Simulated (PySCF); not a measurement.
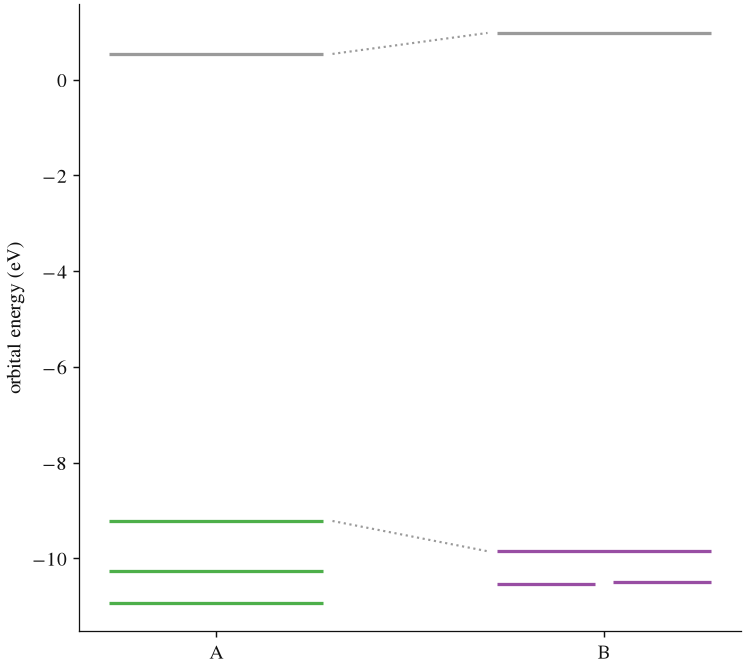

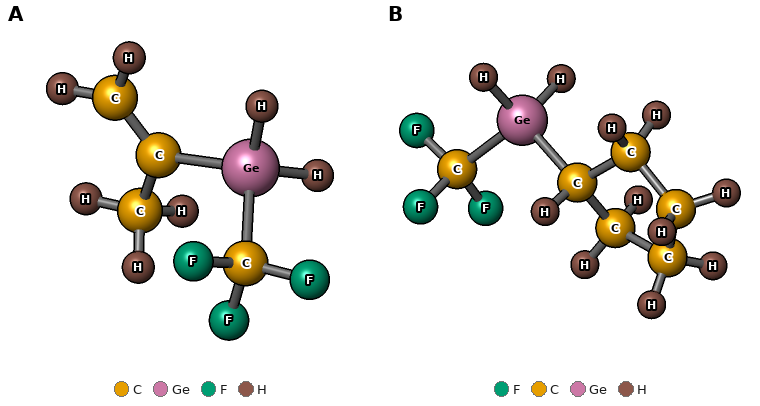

Related molecules: A is C₄H₇F₃Ge, SMILES C=[C](C)[GeH2][C](F)(F)F, singlet; B is C₆H₁₁F₃Ge, SMILES F[C](F)(F)[GeH2][CH]1CCCC1, singlet. Frontier orbital energies, CAM-B3LYP/def2-SVPD, PySCF 2.14.0, at a PBE0-D3(BJ)/def2-SVP geometry (no frequency check); drawn are at most three filled levels and, in grey, the LUMO with any level within 0.03 eV of it; dotted lines join the HOMOs and the LUMOs.

**What does the change do to the frontier levels?**

From A to B the HOMO falls by 0.63 eV and the LUMO rises by 0.44 eV, so the separation goes from 9.76 to 10.83 eV.

**Does the ΔSCF ionisation energy follow the HOMO?**

A: −ε(HOMO) 9.22, ΔSCF 9.97 eV; B: −ε(HOMO) 9.85, ΔSCF 10.46 eV.

Caveats, for all or some of the runs: empty levels above zero depend strongly on the basis; one conformer of a flexible molecule.
